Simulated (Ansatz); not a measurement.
# SiH2F2 (SiF2H2): CAM-B3LYP/STO-3G

What is the energy change on altering one bond length of SiH2F2 (SiF2H2) at CAM-B3LYP/STO-3G? 

The results are computed with Ansatz 0.2.0.

54 further runs of the same task are left out: 4 that didn't finish, 50 set aside as unsound or not needed.

## (1) The molecule

SiH2F2 has 5 atoms, charge 0, and is taken as a singlet. SMILES: `[H][Si]([H])(F)F`. Geometry: relaxed at GFN2-xTB.

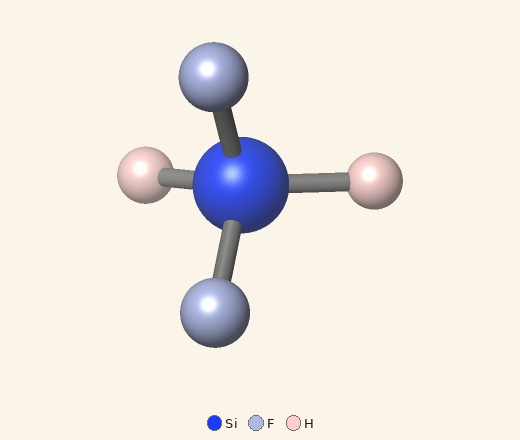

Viewed from a chosen angle; silicon blue, fluorine light blue, hydrogen pink.

## (2) A single-point energy at CAM-B3LYP/STO-3G

Contents of in.yaml:

```yaml
crystal:
  periodic: [false, false, false]
  atoms:
    - {symbol: Si, position_ang: [-0.091360, 0.000560, -0.064290]}
    - {symbol: F, position_ang: [0.009240, -0.018840, 1.526500]}
    - {symbol: F, position_ang: [1.436020, 0.010630, -0.519740]}
    - {symbol: H, position_ang: [-0.680140, 1.257800, -0.455540]}
    - {symbol: H, position_ang: [-0.673740, -1.250150, -0.486920]}
basis:
  gaussian: {orbitals: STO-3G}
accuracy: high
hamiltonian: {xc: {name: CAM-B3LYP}}
```

Launch:

```sh
$ ansatz run in.yaml --threads 1 --pin off --max-ram 2610MiB --events-out events.jsonl --progress --plain --runs-dir runs
```

The log of the run:

```text
Warning: RAYON_NUM_THREADS=1 ignored (pool sized by the plan → 1); use --threads N
Functional definition: CAM-B3LYP
  name "CAM-B3LYP"
  parameter alpha = 0.19
  parameter beta = 0.46
  parameter omega = 0.33/bohr
  parameter ac = 0.81
  exchange = (1 - alpha - beta)*b88_x + beta*b88_x_sr(omega) + alpha*exact_x + beta*exact_x_lr(omega)
  correlation = (1 - ac)*vwn5_c + ac*lyp_c
387 factors; integrals over basis functions are off by at most 2.0e-8 eV
156 factors; integrals over basis functions are off by at most 7.6e-10 eV
mean field evaluation 1: about -13169.0019 eV, gradient 2.4e1 eV
mean field evaluation 2: about -13170.5854 eV, gradient 1.5e1 eV
mean field evaluation 4: about -13171.3508 eV, gradient 1.4e-1 eV
mean field evaluation 8: about -13171.3379 eV, gradient 2.0e-4 eV
mean field evaluation 16: about -13171.3379 eV, gradient 1.0e-8 eV
mean field -13171.33791750 eV, -484.0377406146 hartree, gradient 1.0e-8 eV, S^2 0.000000; 0 other end points of the search recorded, 0 dependent functions left out
reference -13171.33792830 eV, -484.0377410114 hartree; 17, 17 occupied and 4, 4 virtual orbitals, 387 factors
Total energy: -13171.33792830 eV, -484.0377410114 hartree
```

Run time: 1.4 s. Hardware: 1 thread of Arm Neoverse V1, shared host; peak memory 0.099 GiB.

## (3) The distorted shape

Contents of input.yaml:

```yaml
crystal:
  periodic: [false, false, false]
  atoms:
    - {symbol: Si, position_ang: [-0.116510, 0.005410, -0.461980]}
    - {symbol: F, position_ang: [0.009240, -0.018840, 1.526500]}
    - {symbol: F, position_ang: [1.410870, 0.015480, -0.917430]}
    - {symbol: H, position_ang: [-0.705290, 1.262650, -0.853230]}
    - {symbol: H, position_ang: [-0.698890, -1.245300, -0.884610]}
basis:
  gaussian: {orbitals: STO-3G}
hamiltonian: {xc: {name: CAM-B3LYP}}
accuracy: high
```

Launch:

```sh
$ ansatz run input.yaml --threads 1 --pin off --max-ram 2610MiB --events-out events.jsonl --progress --plain --runs-dir runs
```

The log of the run (excerpt; [...] marks lines left out):

```text
Warning: RAYON_NUM_THREADS=1 ignored (pool sized by the plan → 1); use --threads N
[... 8 set-up lines as earlier in the session ...]
379 factors; integrals over basis functions are off by at most 2.3e-8 eV
158 factors; integrals over basis functions are off by at most 1.2e-9 eV
mean field evaluation 1: about -13166.0027 eV, gradient 2.8e1 eV
mean field evaluation 2: about -13165.9326 eV, gradient 3.3e1 eV
mean field evaluation 4: about -13170.0198 eV, gradient 1.3e0 eV
mean field evaluation 8: about -13169.9974 eV, gradient 5.3e-3 eV
mean field evaluation 16: about -13169.9974 eV, gradient 1.3e-7 eV
mean field -13169.99737981 eV, -483.9884767632 hartree, gradient 1.7e-8 eV, S^2 0.000000; 0 other end points of the search recorded, 0 dependent functions left out
reference -13169.99739068 eV, -483.9884771626 hartree; 17, 17 occupied and 4, 4 virtual orbitals, 379 factors
Total energy: -13169.99739068 eV, -483.9884771626 hartree
```

It took 1.6 s on 1 thread of Arm Neoverse V1, shared host; peak memory 0.099 GiB.

## (4) Results

Level: CAM-B3LYP/STO-3G.

| quantity | value |
| --- | --- |
| first shape: total energy | -484.03774 Eh |
| distorted shape: total energy | -483.98848 Eh |
| energy change with the Si1–F2 bond stretched from 1.594 to 1.993 Å | 1.341 eV |

**Reading.** With the Si1–F2 bond stretched from 1.594 to 1.993 Å the energy rises by 1.34 eV (129 kJ/mol). The first shape isn't relaxed at this level, so the change isn't measured from a minimum. The minimal basis adds a large error of its own.
